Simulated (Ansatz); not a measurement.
The figure comes from a scan of KTaO3 (cubic perovskite): one K atom of a 5-atom cell moves by s towards the nearest neighbour, with its periodic images. All values below come from PBE (plane waves to 420 eV, PAW, scalar-relativistic; Ansatz, a first-principles code). k mesh 7×7×7 (Γ-centred), Fermi-Dirac smearing 0.05 eV. F∥ is the force on the atom along that direction. KTaO3 is run without spin polarisation. KTaO3 was relaxed with its symmetry unable to fall. Spin-orbit coupling is left out, though Ta is heavy. The PAW data are Ansatz's earlier set. 

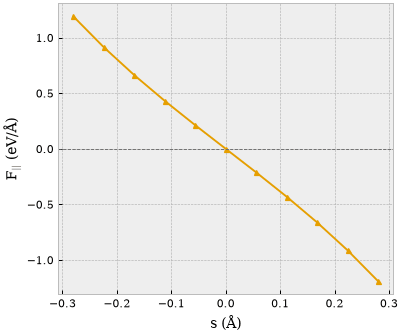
F∥ (eV/Å) against s (Å); one marker a computed point.

Problem. Read the plotted values off the figure, to the accuracy that the plot allows.

Solution. To the nearest 0.05:

| s (Å) | F∥ (eV/Å) |
|---|---|
| -0.280 | 1.20 |
| -0.224 | 0.90 |
| -0.168 | 0.65 |
| -0.112 | 0.45 |
| -0.056 | 0.20 |
| 0.000 | 0.00 |
| 0.056 | -0.20 |
| 0.112 | -0.45 |
| 0.168 | -0.65 |
| 0.224 | -0.90 |
| 0.280 | -1.20 |

(A displaced cell: forces are minus the slopes of the energy, force constants its curvatures, and phonons follow from these.)
